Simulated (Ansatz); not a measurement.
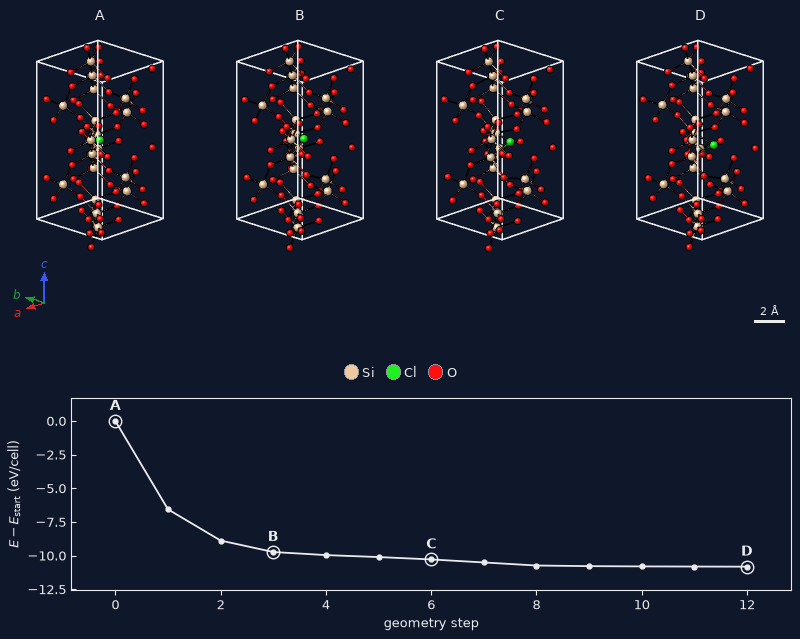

Frames of a relaxation of a defect cell of composition Si18ClO35, marked on the history of the run. The picture is a ball-and-stick view of the cell of the calculation (origin shifted), seen from a free direction.

The calculation used DFT, PBE, plane-wave PAW, default files, scalar-relativistic (Ansatz 0.2.0). (plane-wave cutoff 420 eV; k-point mesh 3 × 3 × 2; occupations fermi dirac; smearing width 0.01 eV; collinear spin; atoms relaxed in a fixed cell; force threshold 0.03 eV/Å; at most 40 steps)

Describe the path.

Answer. The run was cut off at its time limit before the relaxation converged, so the last structure is only a point on the way. The largest move is that of the Cl atom, 1.04 Å roughly along [−3 −2 −1]. By element the largest moves are Cl 1.04 Å, O 0.68 Å, Si 0.33 Å. The cell doesn't change. Near-neighbour distances that change, for instance: Cl–Si 1.607 → 2.563 Å, Si–Si 3.059 → 3.552 Å, Cl–Si 1.611 → 2.054 Å, O–Si 1.607 → 1.655 Å. Bond angles that change, for instance: Si–Cl–Si 143.8° → 100.0°, Cl–Si–O 110.4° → 142.4°, Cl–Si–O 109.2° → 84.4°. Over 12 geometry steps the energy falls by 10.814 eV per cell of the calculation. Largest force component: 20 eV/Å at the start, 0.073 eV/Å at the end. From step 0 to 3: a Si atom moves most (0.50 Å), energy −9.725 eV per cell of the calculation. From step 3 to 6: the Cl atom moves most (0.55 Å), energy −0.551 eV per cell of the calculation. From step 6 to 12: an O atom moves most (0.37 Å), energy −0.537 eV per cell of the calculation.

| step | E − E(0), meV/atom | largest force component, eV/Å |
| --- | --- | --- |
| 0 | 0.00 | 19.9619 |
| 1 | -121.46 | 7.9089 |
| 2 | -164.34 | 2.1895 |
| 3 | -180.09 | 0.7534 |
| 4 | -184.34 | 0.8065 |
| 5 | -187.03 | 1.2356 |
| 6 | -190.31 | 0.9255 |
| 7 | -194.46 | 0.5572 |
| 8 | -198.66 | 0.5869 |
| 9 | -199.54 | 0.3066 |
| 10 | -199.89 | 0.1677 |
| 11 | -200.10 | 0.1310 |
| 12 | -200.26 | 0.0731 |
